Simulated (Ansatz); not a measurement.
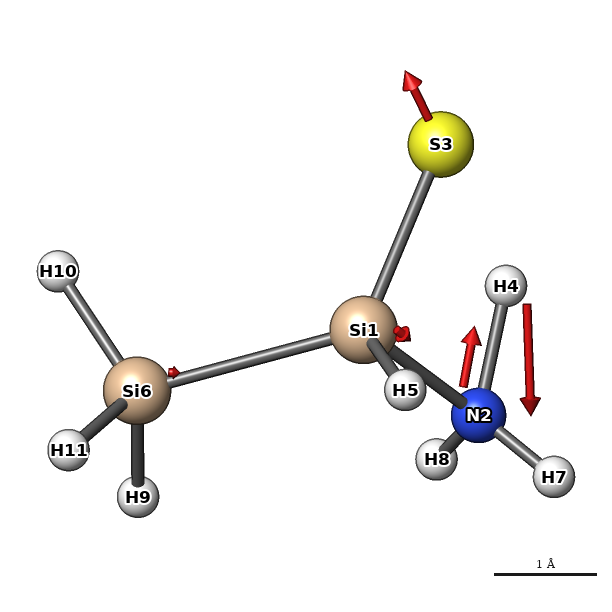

Arrows show the forces on the atoms, 3 Å of arrow for 1 eV/Å; forces under a tenth of the largest aren't drawn. Level of theory: PBE0-D4/def2-SVP (Ansatz 0.2.0).

Question: On which atom is the force largest, and how large is it?

Answer: On H4: 0.38 eV/Å.

Question: Along which bond is the force strongest?

Answer: N2–H4, now 1.307 Å: the forces pull its atoms together, so a first step downhill shortens it.

List the force components in the frame of the picture (x right, y up, z towards the viewer), in eV/Å.

```csv
atom,Fx,Fy,Fz
Si1,0.05,−0.04,−0.04
N2,0.04,0.20,0.01
S3,−0.08,0.16,0.07
H4,0.01,−0.37,−0.06
H5,0.00,0.00,0.00
Si6,0.04,0.00,0.01
H7,0.00,0.02,0.02
H8,−0.02,0.03,0.01
H9,−0.01,−0.01,−0.03
H10,−0.01,0.03,0.00
H11,−0.02,−0.01,0.02
```
